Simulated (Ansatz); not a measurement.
**Si$_{2}$H$_{6}$: molecular dynamics (part 2 of 2)**

The same run, continued: Si$_{2}$H$_{6}$; RKS PBE-D4/def2-SVP (Ansatz 0.2.0). It belongs to a series of runs on one base structure; here: dynamics from the start.

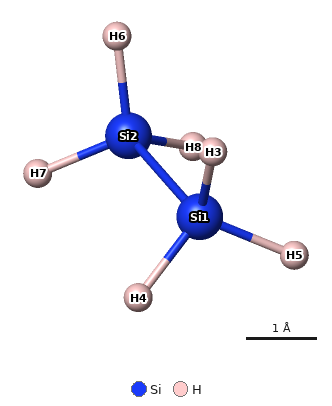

**Figure 1.** The geometry at step 139 of the log (ball-and-stick view, seen at an oblique angle; atoms are numbered from 1 in the order of the input).

The program's output, continued
```
md step   116: t =    58.00 fs  T =   117.6 K (target 68.0 K)  F+E_penalty+E_count = -15838.84317605 eV  E_kin = 0.091238 eV  conserved = -15838.81702559 eV  (11 SCF iters)
md step   117: t =    58.50 fs  T =   110.7 K (target 66.3 K)  F+E_penalty+E_count = -15838.84020021 eV  E_kin = 0.085847 eV  conserved = -15838.81703181 eV  (11 SCF iters)
md step   118: t =    59.00 fs  T =   109.5 K (target 64.6 K)  F+E_penalty+E_count = -15838.84167316 eV  E_kin = 0.084921 eV  conserved = -15838.81709647 eV  (11 SCF iters)
md step   119: t =    59.50 fs  T =   112.6 K (target 63.0 K)  F+E_penalty+E_count = -15838.84655885 eV  E_kin = 0.087334 eV  conserved = -15838.81720508 eV  (18 SCF iters)
md step   120: t =    60.00 fs  T =   117.8 K (target 61.3 K)  F+E_penalty+E_count = -15838.85316718 eV  E_kin = 0.091348 eV  conserved = -15838.81733344 eV  (18 SCF iters)
md step   121: t =    60.50 fs  T =   122.5 K (target 59.6 K)  F+E_penalty+E_count = -15838.85953827 eV  E_kin = 0.095001 eV  conserved = -15838.81745516 eV  (18 SCF iters)
md step   122: t =    61.00 fs  T =   124.5 K (target 57.9 K)  F+E_penalty+E_count = -15838.86385839 eV  E_kin = 0.096527 eV  conserved = -15838.81754726 eV  (18 SCF iters)
md step   123: t =    61.50 fs  T =   122.1 K (target 56.2 K)  F+E_penalty+E_count = -15838.86481290 eV  E_kin = 0.094699 eV  conserved = -15838.81759448 eV  (18 SCF iters)
md step   124: t =    62.00 fs  T =   114.8 K (target 54.6 K)  F+E_penalty+E_count = -15838.86180988 eV  E_kin = 0.089038 eV  conserved = -15838.81759256 eV  (18 SCF iters)
md step   125: t =    62.50 fs  T =   103.0 K (target 52.9 K)  F+E_penalty+E_count = -15838.85504281 eV  E_kin = 0.079856 eV  conserved = -15838.81754653 eV  (18 SCF iters)
md step   126: t =    63.00 fs  T =    87.9 K (target 51.2 K)  F+E_penalty+E_count = -15838.84540302 eV  E_kin = 0.068147 eV  conserved = -15838.81746529 eV  (18 SCF iters)
md step   127: t =    63.50 fs  T =    71.4 K (target 49.5 K)  F+E_penalty+E_count = -15838.83428964 eV  E_kin = 0.055363 eV  conserved = -15838.81736608 eV  (18 SCF iters)
md step   128: t =    64.00 fs  T =    55.6 K (target 47.8 K)  F+E_penalty+E_count = -15838.82334128 eV  E_kin = 0.043141 eV  conserved = -15838.81726567 eV  (18 SCF iters)
md step   129: t =    64.50 fs  T =    42.6 K (target 46.2 K)  F+E_penalty+E_count = -15838.81416298 eV  E_kin = 0.033028 eV  conserved = -15838.81718115 eV  (11 SCF iters)
md step   130: t =    65.00 fs  T =    33.8 K (target 44.5 K)  F+E_penalty+E_count = -15838.80807816 eV  E_kin = 0.026247 eV  conserved = -15838.81712506 eV  (12 SCF iters)
md step   131: t =    65.50 fs  T =    30.4 K (target 42.8 K)  F+E_penalty+E_count = -15838.80594867 eV  E_kin = 0.023546 eV  conserved = -15838.81710297 eV  (11 SCF iters)
md step   132: t =    66.00 fs  T =    32.4 K (target 41.1 K)  F+E_penalty+E_count = -15838.80808507 eV  E_kin = 0.025127 eV  conserved = -15838.81711645 eV  (11 SCF iters)
md step   133: t =    66.50 fs  T =    39.5 K (target 39.4 K)  F+E_penalty+E_count = -15838.81424007 eV  E_kin = 0.030654 eV  conserved = -15838.81716129 eV  (11 SCF iters)
md step   134: t =    67.00 fs  T =    50.7 K (target 37.7 K)  F+E_penalty+E_count = -15838.82368153 eV  E_kin = 0.039332 eV  conserved = -15838.81722978 eV  (11 SCF iters)
md step   135: t =    67.50 fs  T =    64.5 K (target 36.1 K)  F+E_penalty+E_count = -15838.83531811 eV  E_kin = 0.050022 eV  conserved = -15838.81731183 eV  (18 SCF iters)
md step   136: t =    68.00 fs  T =    79.2 K (target 34.4 K)  F+E_penalty+E_count = -15838.84785707 eV  E_kin = 0.061394 eV  conserved = -15838.81739839 eV  (18 SCF iters)
md step   137: t =    68.50 fs  T =    92.9 K (target 32.7 K)  F+E_penalty+E_count = -15838.85996567 eV  E_kin = 0.072080 eV  conserved = -15838.81747911 eV  (18 SCF iters)
md step   138: t =    69.00 fs  T =   104.2 K (target 31.0 K)  F+E_penalty+E_count = -15838.87043276 eV  E_kin = 0.080843 eV  conserved = -15838.81754542 eV  (18 SCF iters)
md step   139: t =    69.50 fs  T =   111.8 K (target 29.3 K)  F+E_penalty+E_count = -15838.87831129 eV  E_kin = 0.086724 eV  conserved = -15838.81758929 eV  (18 SCF iters)
md step   140: t =    70.00 fs  T =   115.0 K (target 27.7 K)  F+E_penalty+E_count = -15838.88303924 eV  E_kin = 0.089177 eV  conserved = -15838.81760524 eV  (18 SCF iters)
md step   141: t =    70.50 fs  T =   113.7 K (target 26.0 K)  F+E_penalty+E_count = -15838.88452159 eV  E_kin = 0.088162 eV  conserved = -15838.81759107 eV  (18 SCF iters)
md step   142: t =    71.00 fs  T =   108.5 K (target 24.3 K)  F+E_penalty+E_count = -15838.88315805 eV  E_kin = 0.084162 eV  conserved = -15838.81754868 eV  (18 SCF iters)
md step   143: t =    71.50 fs  T =   100.7 K (target 22.6 K)  F+E_penalty+E_count = -15838.87979786 eV  E_kin = 0.078128 eV  conserved = -15838.81748381 eV  (18 SCF iters)
md step   144: t =    72.00 fs  T =    92.0 K (target 20.9 K)  F+E_penalty+E_count = -15838.87561644 eV  E_kin = 0.071317 eV  conserved = -15838.81740777 eV  (18 SCF iters)
md step   145: t =    72.50 fs  T =    83.9 K (target 19.2 K)  F+E_penalty+E_count = -15838.87191724 eV  E_kin = 0.065075 eV  conserved = -15838.81733591 eV  (18 SCF iters)
md step   146: t =    73.00 fs  T =    78.1 K (target 17.6 K)  F+E_penalty+E_count = -15838.86988902 eV  E_kin = 0.060574 eV  conserved = -15838.81728297 eV  (11 SCF iters)
md step   147: t =    73.50 fs  T =    75.5 K (target 15.9 K)  F+E_penalty+E_count = -15838.87037308 eV  E_kin = 0.058581 eV  conserved = -15838.81726159 eV  (11 SCF iters)
md step   148: t =    74.00 fs  T =    76.5 K (target 14.2 K)  F+E_penalty+E_count = -15838.87368755 eV  E_kin = 0.059299 eV  conserved = -15838.81727672 eV  (11 SCF iters)
md step   149: t =    74.50 fs  T =    80.4 K (target 12.5 K)  F+E_penalty+E_count = -15838.87956301 eV  E_kin = 0.062317 eV  conserved = -15838.81732687 eV  (11 SCF iters)
these checks for a lower state are left out or cut short: stability, starts, cluster_reference, orbital_swaps, neighbouring_geometries, increment
740 factors; their error is unknown
mean field -15838.75875464 eV, -582.0636483368 hartree, gradient 2.3e-6 eV, S^2 0.000000; 0 other end points of the search recorded, 0 dependent functions left out
the calculation of the forces begins
reference -15838.75878827 eV, -582.0636495728 hartree; 17, 17 occupied and 49, 49 virtual orbitals, 740 factors
md step   150: t =    75.00 fs  T =    86.0 K (target 10.8 K)  F+E_penalty+E_count = -15838.88719860 eV  E_kin = 0.066684 eV  conserved = -15838.81740193 eV  (11 SCF iters)
```

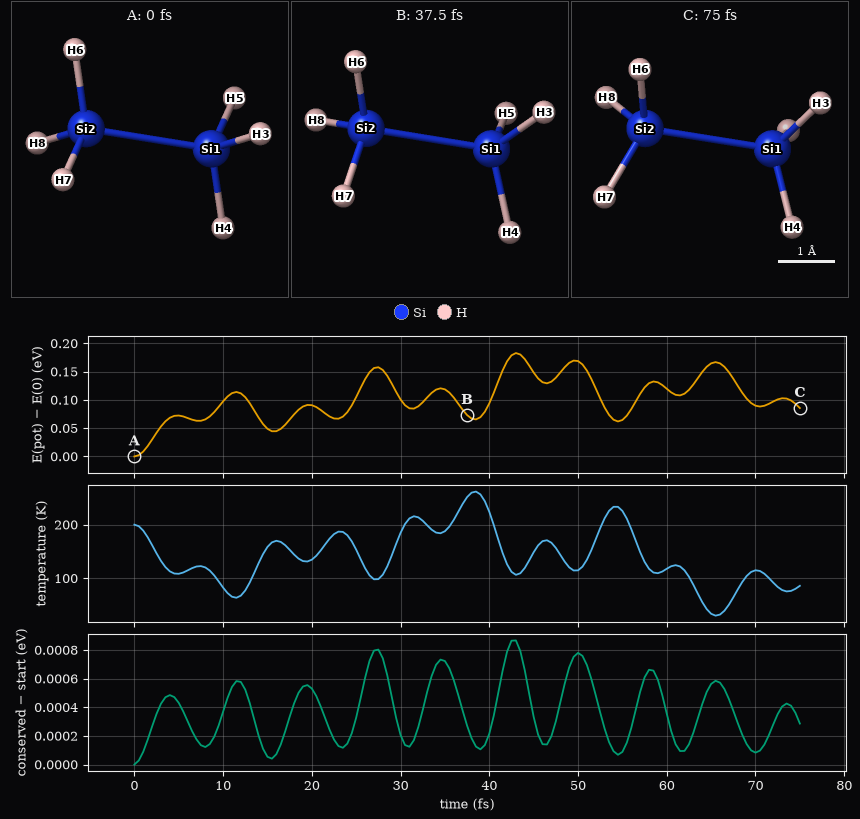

**Figure 2.** Frames of the molecular dynamics (ball-and-stick, seen at a tilt) above the curves, on which the letters mark them. The trajectory kept here has 151 frames over 75 fs. The temperature starts at 200 K, ranges from 30 to 262 K and averages 133 K over the second half. The potential energy ends 0.086 eV above its first value. The conserved quantity stays within 0.00087 eV. After an unweighted best fit of the last frame on the first, the root-mean-square displacement is 0.63 Å.

```
Total energy: -15838.88723224 eV, -582.0683698013 hartree
Atom 0 at    -0.350830     0.504947    -1.025756 Å, force    -0.082276    -0.293534     0.655022 eV/Å
Atom 1 at     0.374856    -0.523584     1.008502 Å, force    -0.487030     0.334807     0.205379 eV/Å
Atom 2 at     0.627125     1.521211    -1.446168 Å, force     0.400673     0.445435    -0.149669 eV/Å
Atom 3 at    -0.442968    -0.504525    -2.093028 Å, force    -0.057498    -0.422757    -0.459425 eV/Å
Atom 4 at    -1.691760     1.156445    -0.881530 Å, force    -0.102753     0.042405     0.092865 eV/Å
Atom 5 at     1.638418     0.139058     1.482190 Å, force     0.068658    -0.025200    -0.015174 eV/Å
Atom 6 at     0.608327    -2.011499     0.907387 Å, force    -0.051715     0.101291    -0.059854 eV/Å
Atom 7 at    -0.696062    -0.243756     2.071711 Å, force     0.311941    -0.182447    -0.269144 eV/Å
Dipole moment:     0.006051    -0.011120    -0.020163 e Å
Checks for a lower state left out: stability, starts, cluster_reference, orbital_swaps, neighbouring_geometries, increment
```

Trajectory as extended XYZ (Å, eV, eV/Å), 12 of the 151 frames kept, from step=0 to step=150
```
8
Properties=species:S:1:pos:R:3:forces:R:3 step=0 time_fs=0.0 energy=-15838.97280 temperature=200.0
Si   -0.3430    0.4928   -1.0110    0.0027   0.0008  -0.0018
Si    0.3661   -0.5079    0.9967   -0.0033   0.0009   0.0014
H     0.8455    0.9597   -1.8088    0.0019  -0.0002  -0.0008
H    -1.1224   -0.4926   -1.8407   -0.0003  -0.0025   0.0019
H    -1.2231    1.6793   -0.7203   -0.0005   0.0004   0.0026
H     1.1530    0.4765    1.8203    0.0010   0.0025  -0.0003
H     1.2389   -1.7003    0.7084    0.0007  -0.0005  -0.0036
H    -0.8228   -0.9646    1.7996   -0.0022  -0.0014   0.0006
8
Properties=species:S:1:pos:R:3:forces:R:3 step=14 time_fs=7.0 energy=-15838.90966 temperature=122.0
Si   -0.3427    0.4933   -0.9958    0.1235  -0.2329  -0.6748
Si    0.3652   -0.5099    0.9813   -0.0515   0.3865   0.4907
H     0.8822    0.9467   -1.7844   -0.2858   0.0637   0.1878
H    -1.0220   -0.5548   -1.8773    0.0603   0.2509   0.2415
H    -1.3022    1.6294   -0.7492    0.0947  -0.0071  -0.0220
H     1.1450    0.4637    1.8328    0.1716  -0.0187  -0.1860
H     1.2131   -1.7131    0.6808   -0.0872  -0.0926   0.0901
H    -0.8287   -0.7724    1.8627   -0.0257  -0.3499  -0.1274
8
Properties=species:S:1:pos:R:3:forces:R:3 step=27 time_fs=13.5 energy=-15838.89108 temperature=109.7
Si   -0.3414    0.4912   -0.9890   -0.0945   0.0409   0.0682
Si    0.3638   -0.5066    0.9733   -0.3022   0.1432   0.7608
H     0.8477    0.9759   -1.7123    0.4343   0.3663  -0.2738
H    -0.9220   -0.5542   -1.8498   -0.3689  -0.4007  -0.3342
H    -1.3465    1.5834   -0.7829   -0.0050   0.0950   0.0493
H     1.2045    0.4458    1.7771    0.1848   0.0196  -0.0680
H     1.1533   -1.7581    0.6882   -0.1164  -0.0094   0.0704
H    -0.8486   -0.7273    1.8782    0.2680  -0.2547  -0.2728
8
Properties=species:S:1:pos:R:3:forces:R:3 step=41 time_fs=20.5 energy=-15838.88537 temperature=141.9
Si   -0.3398    0.4882   -0.9849    0.2420  -0.0840  -1.2615
Si    0.3599   -0.4995    0.9751    0.5430  -0.0022   0.2643
H     0.8945    1.1239   -1.6907   -0.6427  -0.3139   0.2812
H    -0.9155   -0.6348   -1.8926    0.2331   0.5935   0.3440
H    -1.3902    1.5579   -0.8034    0.0765  -0.0834   0.0564
H     1.3426    0.4203    1.6733   -0.1721  -0.1340   0.0357
H     1.0369   -1.8192    0.7227    0.0689   0.0297  -0.1088
H    -0.8139   -0.7942    1.8241   -0.3487  -0.0057   0.3886
8
Properties=species:S:1:pos:R:3:forces:R:3 step=55 time_fs=27.5 energy=-15838.81502 temperature=98.4
Si   -0.3359    0.4844   -0.9965   -0.5259   0.4147   0.6295
Si    0.3608   -0.4931    0.9837   -0.4642  -0.8261   0.3915
H     0.7682    1.2154   -1.6003    0.7759   0.3210  -0.4983
H    -0.8556   -0.5579   -1.8676   -0.2833  -0.6323  -0.6799
H    -1.4194    1.5038   -0.7942   -0.1140   0.0121   0.1216
H     1.4456    0.3453    1.5834   -0.0701   0.0727   0.3340
H     0.9283   -1.8693    0.7164    0.1454   0.1418  -0.1388
H    -0.8485   -0.8559    1.8784    0.5361   0.4960  -0.1597
8
Properties=species:S:1:pos:R:3:forces:R:3 step=68 time_fs=34.0 energy=-15838.85457 temperature=185.2
Si   -0.3371    0.4855   -1.0066    0.0153   0.2731  -0.7816
Si    0.3585   -0.4970    0.9975    0.8286  -0.2844  -0.4993
H     0.8025    1.3506   -1.6300   -0.5490  -0.5868   0.2510
H    -0.8424   -0.5977   -2.0066    0.3352   0.5732   0.4761
H    -1.4809    1.4390   -0.7408    0.0433  -0.0756  -0.0421
H     1.5047    0.2790    1.6092   -0.2197  -0.0210   0.0593
H     0.8749   -1.8712    0.6523    0.1089   0.0164  -0.0023
H    -0.7437   -0.7425    1.9288   -0.5625   0.1051   0.5388
8
Properties=species:S:1:pos:R:3:forces:R:3 step=82 time_fs=41.0 energy=-15838.84014 temperature=172.9
Si   -0.3401    0.4915   -1.0255   -0.4761   0.2145   0.9512
Si    0.3637   -0.5070    1.0091   -0.3861  -0.0547   0.2544
H     0.7099    1.3309   -1.6099    0.5391   0.4388  -0.2288
H    -0.7305   -0.4952   -2.0430   -0.1757  -0.5245  -0.3306
H    -1.5403    1.3417   -0.6961    0.0087   0.0697  -0.1315
H     1.5009    0.2087    1.6734    0.1406   0.1285  -0.0993
H     0.8560   -1.8673    0.5868   -0.0695  -0.1139   0.2826
H    -0.7404   -0.5489    2.1052    0.4190  -0.1584  -0.6980
8
Properties=species:S:1:pos:R:3:forces:R:3 step=95 time_fs=47.5 energy=-15838.83360 temperature=156.6
Si   -0.3474    0.5000   -1.0341    0.3525  -0.0582  -0.0138
Si    0.3667   -0.5169    1.0207    0.6251   0.2720  -0.6213
H     0.7352    1.4026   -1.6291   -0.3058  -0.1318   0.2499
H    -0.6576   -0.5192   -2.1269    0.0010   0.1185   0.3635
H    -1.5906    1.2763   -0.7077   -0.0372   0.1367  -0.1533
H     1.5313    0.1832    1.6863    0.0546   0.0117  -0.2919
H     0.8154   -1.9036    0.6320   -0.1313  -0.0667   0.2927
H    -0.6594   -0.4315    2.0799   -0.5589  -0.2822   0.1742
8
Properties=species:S:1:pos:R:3:forces:R:3 step=109 time_fs=54.5 energy=-15838.91089 temperature=233.2
Si   -0.3515    0.5081   -1.0404    0.0651  -0.2042   0.3388
Si    0.3763   -0.5232    1.0251   -0.3635   0.2335  -0.1751
H     0.6892    1.4598   -1.5760   -0.0481  -0.0020   0.0686
H    -0.5979   -0.5349   -2.1067   -0.0127   0.0424   0.1145
H    -1.6428    1.2557   -0.7836    0.1433  -0.0364  -0.0611
H     1.5882    0.1678    1.5909    0.0048   0.0239  -0.0432
H     0.7225   -1.9715    0.7948   -0.0355   0.0234   0.0234
H    -0.7386   -0.4199    2.0652    0.2467  -0.0806  -0.2658
8
Properties=species:S:1:pos:R:3:forces:R:3 step=123 time_fs=61.5 energy=-15838.86481 temperature=122.1
Si   -0.3538    0.5121   -1.0399    0.1787  -0.3375   0.5529
Si    0.3814   -0.5256    1.0245   -0.3675   0.0279  -0.4253
H     0.6440    1.5257   -1.5054    0.1606   0.0137  -0.0881
H    -0.5507   -0.5557   -2.0649    0.0170  -0.0834  -0.2312
H    -1.6544    1.2346   -0.8716   -0.1358   0.0158   0.1215
H     1.6389    0.1620    1.4850   -0.0882  -0.0093   0.1580
H     0.6274   -2.0157    0.9479    0.1178   0.1372  -0.2470
H    -0.7631   -0.4365    1.9985    0.1174   0.2356   0.1592
8
Properties=species:S:1:pos:R:3:forces:R:3 step=136 time_fs=68.0 energy=-15838.84786 temperature=79.2
Si   -0.3537    0.5107   -1.0325    0.2793  -0.2972  -0.2384
Si    0.3805   -0.5265    1.0184   -0.2619   0.2693  -0.3715
H     0.6616    1.5770   -1.4806   -0.2961  -0.4469   0.0944
H    -0.5101   -0.5893   -2.1014    0.1044   0.4859   0.2821
H    -1.6891    1.2138   -0.9005    0.1319  -0.1317   0.1068
H     1.6496    0.1555    1.4574   -0.0726  -0.0323   0.1311
H     0.5942   -2.0109    0.9799    0.1303  -0.0569  -0.2734
H    -0.7385   -0.3693    1.9979   -0.0153   0.2098   0.2689
8
Properties=species:S:1:pos:R:3:forces:R:3 step=150 time_fs=75.0 energy=-15838.88720 temperature=86.0
Si   -0.3508    0.5049   -1.0258   -0.0823  -0.2935   0.6550
Si    0.3749   -0.5236    1.0085   -0.4870   0.3348   0.2054
H     0.6271    1.5212   -1.4462    0.4007   0.4454  -0.1497
H    -0.4430   -0.5045   -2.0930   -0.0575  -0.4228  -0.4594
H    -1.6918    1.1564   -0.8815   -0.1028   0.0424   0.0929
H     1.6384    0.1391    1.4822    0.0687  -0.0252  -0.0152
H     0.6083   -2.0115    0.9074   -0.0517   0.1013  -0.0599
H    -0.6961   -0.2438    2.0717    0.3119  -0.1824  -0.2691
```

The run was set up as follows.

Input
```yaml
crystal:
  periodic: [false, false, false]
  atoms:
    - { symbol: Si, position_ang: [-0.342963, 0.492794, -1.010998] }
    - { symbol: Si, position_ang: [0.366058, -0.507884, 0.996689] }
    - { symbol: H, position_ang: [0.845451, 0.95968, -1.808793] }
    - { symbol: H, position_ang: [-1.122386, -0.492561, -1.840711] }
    - { symbol: H, position_ang: [-1.22307, 1.679285, -0.720293] }
    - { symbol: H, position_ang: [1.15299, 0.476541, 1.820323] }
    - { symbol: H, position_ang: [1.238859, -1.700275, 0.70841] }
    - { symbol: H, position_ang: [-0.822838, -0.96458, 1.799573] }
basis:
  gaussian: { orbitals: def2-SVP }
hamiltonian:
  xc: pbe
  dispersion: d4
md:
  timestep: 0.5
  n_steps: 150
  ensemble: nvt_nose_hoover
  temperature: 200.0
  initial_velocities: maxwell_boltzmann
  seed: 588092
  nose_hoover: { tau: 20.0, chain_length: 5 }
  temperature_schedule:
    - { n_steps: 37, end_temperature: 200.0 }
    - { n_steps: 113, end_temperature: 10.0 }
scf:
  lower_state_search: "off"
```

Command:
```bash
ansatz run input.yaml --threads 1 --pin off --max-ram 2048MiB --backend cpu --events-out ev --progress --plain --runs-dir out
```

Results in brief

| quantity | value |
| --- | --- |
| outcome | finished |
| mean temperature over the second half | 133 K |
| trajectory | 150 steps, 75 fs |
| ensemble | nvt_nose_hoover |
| temperature in the input | 200.0 K |
| time step | 0.5 fs |
| potential energy (last step) | −15838.8872 eV |
| mean-field energy (last step) | −15838.7588 eV |
| largest force (length of the vector) (last step) | 0.722 eV/Å |
| hardware | 1 thread of AMD EPYC (Zen 3), 12 GiB of memory available, shared host |
| wall time | 2 min |
| peak memory | 0.1 GiB |

Remarks

So short a trajectory is not equilibrated. The temperature stays far from the 200 K of the thermostat over the second half: the run isn't equilibrated.
